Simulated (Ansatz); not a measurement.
**[NH2]− (SMILES [NH2-]) at 6 levels**

Aim: a comparison of 6 runs (CAM-B3LYP/3-21G, r2SCAN/6-31G*, revPBE/6-31G*, RPA@PBE/3-21G, MP2/3-21G, CCSDT/3-21G) of [NH2]−. 

The calculation is run with Ansatz 0.2.0.

2 further runs of the same task are left out: 2 that didn't finish.

### Step 1. The molecule

[NH2]− has 3 atoms, charge -1, and is taken as a singlet. As SMILES, `[NH2-]`. The H2–N1 distance was set to 2.055 Å, away from the relaxed value. At this shape a bond of the SMILES string is far longer than usual.

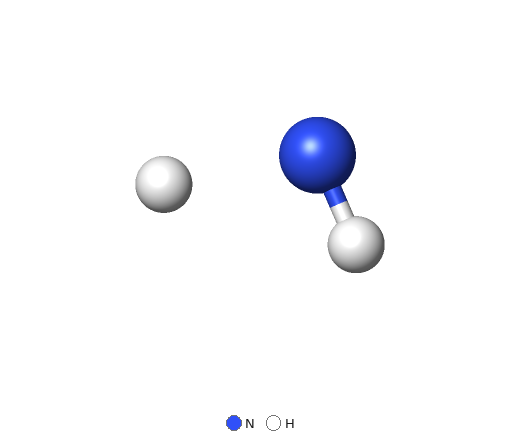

Viewed from a chosen angle; nitrogen blue, hydrogen white.

### Step 2. A single-point energy at CAM-B3LYP/3-21G (run 1)

Input file input.yaml:

```yaml
crystal:
  periodic: [false, false, false]
  atoms:
    - {symbol: "N", position_ang: [0.558903, -1.207212, 0.181400]}
    - {symbol: H, position_ang: [0.125500, 0.801200, 0.156000]}
    - {symbol: H, position_ang: [-0.250997, -1.602412, -0.312000]}
basis:
  gaussian: {orbitals: 3-21G.json}
total_charge: -1
hamiltonian: {xc: {name: CAM-B3LYP}}
accuracy: high
```

The basis set 3-21G is read from a file made from the Basis Set Exchange's data (not shown).

On the command line:

```sh
ansatz run input.yaml --threads 1 --pin off --max-ram 2610MiB --events-out events.jsonl --progress --plain --runs-dir runs
```

What it wrote:

```text
Warning: RAYON_NUM_THREADS=1 ignored (pool sized by the plan → 1); use --threads N
Functional definition: CAM-B3LYP
  name "CAM-B3LYP"
  parameter alpha = 0.19
  parameter beta = 0.46
  parameter omega = 0.33/bohr
  parameter ac = 0.81
  exchange = (1 - alpha - beta)*b88_x + beta*b88_x_sr(omega) + alpha*exact_x + beta*exact_x_lr(omega)
  correlation = (1 - ac)*vwn5_c + ac*lyp_c
247 factors; integrals over basis functions are off by at most 3.5e-9 eV
102 factors; integrals over basis functions are off by at most 2.4e-9 eV
mean field evaluation 1: about -1504.7024 eV, gradient 2.2e1 eV
mean field evaluation 2: about -1501.6947 eV, gradient 4.2e1 eV
mean field evaluation 4: about -1506.2999 eV, gradient 8.9e-1 eV
mean field evaluation 8: about -1506.3007 eV, gradient 1.5e-2 eV
mean field evaluation 16: about -1506.3007 eV, gradient 3.6e-7 eV
mean field -1506.30070755 eV, -55.3555299950 hartree, gradient 6.5e-8 eV, S^2 0.000000; 0 other end points of the search recorded, 0 dependent functions left out
reference -1506.30071794 eV, -55.3555303769 hartree; 5, 5 occupied and 8, 8 virtual orbitals, 247 factors
Total energy: -1506.30071794 eV, -55.3555303769 hartree
```

Run time: 0.72 s. Hardware: 1 thread of Arm Neoverse N1, shared host.

### Step 3. The energy at r2SCAN/6-31G(d) (spherical functions) (run 2)

Input file in.yaml:

```yaml
crystal:
  periodic: [false, false, false]
  atoms:
    - {symbol: "N", position_ang: [0.558903, -1.207212, 0.181400]}
    - {symbol: H, position_ang: [0.125500, 0.801200, 0.156000]}
    - {symbol: H, position_ang: [-0.250997, -1.602412, -0.312000]}
basis:
  gaussian: {orbitals: 6-31G_st_-spherical.json}
accuracy: high
total_charge: -1
hamiltonian: {xc: {name: r2SCAN}}
```

The basis set 6-31G* is read from a file made from the Basis Set Exchange's data (not shown).

On the command line:

```sh
ansatz run in.yaml --threads 1 --pin off --max-ram 2610MiB --events-out events.jsonl --progress --plain --runs-dir runs
```

What it wrote:

```text
Warning: RAYON_NUM_THREADS=1 ignored (pool sized by the plan → 1); use --threads N
Functional definition: r2SCAN
  name "r2SCAN"
  parameter k0 = 0.174
  parameter k1 = 0.065
  parameter a1 = 4.9479
  exchange = r2scan_x(k0 = k0, k1 = k1, a1 = a1)
  correlation = r2scan_c
333 factors; integrals over basis functions are off by at most 3.3e-9 eV
mean field evaluation 1: about -1512.5401 eV, gradient 2.5e1 eV
mean field evaluation 2: about -1491.2636 eV, gradient 8.2e1 eV
mean field evaluation 4: about -1515.2258 eV, gradient 2.5e0 eV
mean field evaluation 8: about -1515.2589 eV, gradient 2.0e-1 eV
mean field evaluation 16: about -1515.2591 eV, gradient 2.2e-7 eV
mean field -1515.25905544 eV, -55.6847432078 hartree, gradient 4.1e-8 eV, S^2 0.000000; 0 other end points of the search recorded, 0 dependent functions left out
reference -1515.25905576 eV, -55.6847432197 hartree; 5, 5 occupied and 13, 13 virtual orbitals, 333 factors
Total energy: -1515.25905576 eV, -55.6847432197 hartree
```

It took 1.6 s on 1 thread of Arm Neoverse N1, shared host.

### Step 4. The energy at revPBE/6-31G(d) (spherical functions) (run 3)

Input file in.yaml:

```yaml
basis:
  gaussian: {orbitals: 6-31G_st_-spherical.json}
crystal:
  periodic: [false, false, false]
  atoms:
    - {symbol: N, position_ang: [0.558903, -1.207212, 0.181400]}
    - {symbol: H, position_ang: [0.125500, 0.801200, 0.156000]}
    - {symbol: H, position_ang: [-0.250997, -1.602412, -0.312000]}
total_charge: -1
hamiltonian: {xc: {name: revPBE}}
accuracy: high
```

The basis set 6-31G* is read from a file made from the Basis Set Exchange's data (not shown).

On the command line:

```sh
ansatz run in.yaml --threads 1 --pin off --max-ram 2610MiB --events-out events.jsonl --progress --plain --runs-dir runs
```

What it wrote:

```text
Warning: RAYON_NUM_THREADS=1 ignored (pool sized by the plan → 1); use --threads N
Functional definition: revPBE
  name "revPBE"
  parameter kappa = 1.245
  parameter beta = 0.06672455060314922
  exchange = pbe_x(kappa = kappa, mu = beta*pi^2/3)
  correlation = pbe_c(beta = beta)
333 factors; integrals over basis functions are off by at most 3.3e-9 eV
mean field evaluation 1: about -1512.6977 eV, gradient 2.7e1 eV
mean field evaluation 2: about -1487.5938 eV, gradient 9.0e1 eV
mean field evaluation 4: about -1515.9865 eV, gradient 1.5e0 eV
mean field evaluation 8: about -1515.9952 eV, gradient 3.4e-1 eV
mean field evaluation 16: about -1515.9927 eV, gradient 2.2e-6 eV
mean field -1515.99273695 eV, -55.7117055061 hartree, gradient 2.4e-8 eV, S^2 0.000000; 0 other end points of the search recorded, 0 dependent functions left out
reference -1515.99273884 eV, -55.7117055756 hartree; 5, 5 occupied and 13, 13 virtual orbitals, 333 factors
Total energy: -1515.99273884 eV, -55.7117055756 hartree
```

Wall time 0.62 s (1 thread of Arm Neoverse N1, shared host).

Runs 4 to 5 aren't shown in full; the table further down has their settings and results.

### Step 5. The energy at CCSDT/3-21G (run 6)

Input file input.yaml:

```yaml
crystal:
  periodic: [false, false, false]
  atoms:
    - {symbol: N, position_ang: [0.558903, -1.207212, 0.181400]}
    - {symbol: H, position_ang: [0.125500, 0.801200, 0.156000]}
    - {symbol: H, position_ang: [-0.250997, -1.602412, -0.312000]}
basis:
  gaussian: {orbitals: 3-21G.json}
total_charge: -1
correlation: {method: ccsdt, frozen_orbitals: {H: 0, "N": 1}}
accuracy: high
scf: {omitted_lower_state_checks: [cluster_reference, increment]}
```

The basis set 3-21G is read from a file made from the Basis Set Exchange's data (not shown).

On the command line:

```sh
ansatz run input.yaml --threads 1 --pin off --max-ram 2610MiB --events-out events.jsonl --progress --plain --runs-dir runs
```

What it wrote, shortened:

```text
Warning: RAYON_NUM_THREADS=1 ignored (pool sized by the plan → 1); use --threads N
Functional definition: HF
  name "HF"
[...]
247 factors; integrals over basis functions are off by at most 3.5e-9 eV
[...]
mean field -1497.36237458 eV, -55.0270523171 hartree, gradient 4.8e-8 eV, S^2 0.000000; 0 other end points of the search recorded, 0 dependent functions left out; unrestricted orbitals would lower it
1 core orbitals not correlated: weight in the atoms' cores, before any rotation towards them, 1.000 or more for the frozen orbitals, at most 0.000 for the correlated occupied ones
reference -1497.36237458 eV, -55.0270523171 hartree; 4, 4 occupied and 8, 8 virtual orbitals, 247 factors
second order -2.83960080 eV of doubles, -0.00000000 eV of singles
cycle   1  -3.08712633 eV  change   -2.5e-1 eV  update   1.2e-1
[...]
cycle  29  -3.75273472 eV  change  -8.3e-10 eV  update  4.6e-10
Total energy: -1501.11510930 eV, -55.1649627744 hartree
Checks for a lower state left out: cluster_reference, increment
```

Run time: 0.36 s. Hardware: 1 thread of Arm Neoverse N1, shared host.

### Step 6. Overview of the runs

| run | level | frozen core orbitals | energy (Eh) | wall time |
| --- | --- | --- | --- | --- |
| 1 | CAM-B3LYP/3-21G | – | -55.355530 | 0.72 s |
| 2 | r2SCAN/6-31G* (spherical functions) | – | -55.684743 | 1.6 s |
| 3 | revPBE/6-31G* (spherical functions) | – | -55.711706 | 0.62 s |
| 4 | RPA@PBE/3-21G | 1 | -55.240002 | 0.8 s |
| 5 | MP2/3-21G | 1 | -55.131406 | 0.1 s |
| 6 | CCSDT/3-21G | 1 | -55.164963 | 0.36 s |

### Step 7. Summary of results

```
                                         quantity         value
                              run 6: total energy  -55.16496 Eh
run 6: correlation energy (1 core orbital frozen)    -137.9 mEh
                             run 6: T1 diagnostic         0.056
```

In words: Totals of different functionals can't be ranked against each other. In runs 4, 5, 6 the log says that unrestricted orbitals would lower the reference, so the values rest on an unstable closed-shell determinant (other closed-shell runs at this shape may share the fault). All runs together took 4.2 s, the longest 1.6 s.
